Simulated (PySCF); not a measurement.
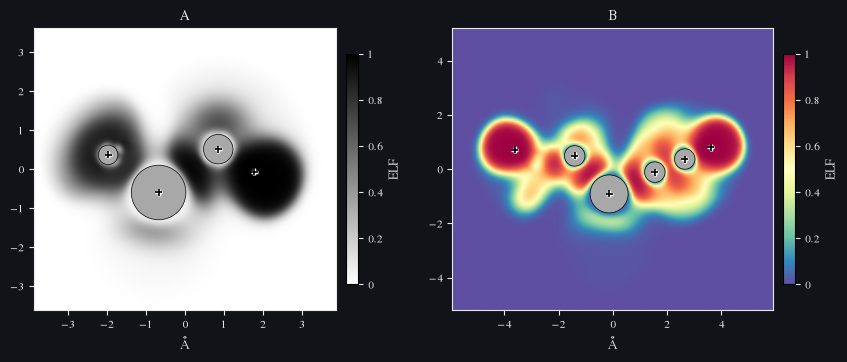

The ELF of 2 systems, each on a plane through atoms (crosses mark nuclei in the plane; grey discs cover the cores).

Level of theory: PBE0/pcSseg-1, SCF density, gas phase, non-relativistic in PySCF 2.14.0.

System 1: CH4ClFSi, the plane of atoms C1, Si2 and F3. Geometry: GFN2-xTB.

| atom | x (Å) | y (Å) | z (Å) |
| --- | --- | --- | --- |
| C | -1.0274 | -0.0302 | 0.0242 |
| Si | 0.8519 | 0.1047 | -0.1167 |
| F | 1.3717 | 0.9277 | 1.1702 |
| Cl | 1.7303 | -1.6960 | -0.0284 |
| H | -1.4869 | 0.9535 | 0.0609 |
| H | -1.3166 | -0.5610 | 0.9291 |
| H | -1.4560 | -0.5629 | -0.8195 |
| H | 1.3421 | 0.8736 | -1.2445 |

System 2: C5H10NPSi, the plane of atoms C2, Si3 and C6. Geometry: GFN2-xTB.

```yaml
atoms:
  - { symbol: C, position_ang: [-2.6187, -2.0742, -0.7181] }
  - { symbol: C, position_ang: [-1.8561, -1.2188, -0.3535] }
  - { symbol: Si, position_ang: [-0.7309, 0.1517, 0.2286] }
  - { symbol: N, position_ang: [-0.2418, 0.0455, 1.8794] }
  - { symbol: P, position_ang: [-1.8612, 2.1039, 0.1419] }
  - { symbol: C, position_ang: [0.8107, 0.0874, -0.8630] }
  - { symbol: C, position_ang: [2.1051, 0.6693, -0.3707] }
  - { symbol: C, position_ang: [1.9633, -0.8085, -0.5119] }
  - { symbol: H, position_ang: [-3.2772, -2.8297, -1.0404] }
  - { symbol: H, position_ang: [0.2490, -0.7704, 2.2058] }
  - { symbol: H, position_ang: [-0.8626, 0.3914, 2.5930] }
  - { symbol: H, position_ang: [-2.6236, 1.7350, -0.9505] }
  - { symbol: H, position_ang: [-0.9331, 2.7506, -0.6534] }
  - { symbol: H, position_ang: [0.6259, 0.2008, -1.9254] }
  - { symbol: H, position_ang: [2.7319, 1.1967, -1.0749] }
  - { symbol: H, position_ang: [2.1272, 1.0826, 0.6259] }
  - { symbol: H, position_ang: [2.4874, -1.3029, -1.3165] }
  - { symbol: H, position_ang: [1.8960, -1.4039, 0.3853] }
```

> Match each panel to its system.

Panel A is system 1, CH4ClFSi: the plane holds C, Si, F and H. Si–F (1.61 Å): the ELF peaks at about 0.85 in the valence shell of F, 0.6 Å from its nucleus, and is about 0.50 at the midpoint. Panel B is system 2, C5H10NPSi: the plane holds C, Si and H. C–C (1.20 Å): the ELF peaks at about 0.85 between the atoms; a short, multiple covalent bond.
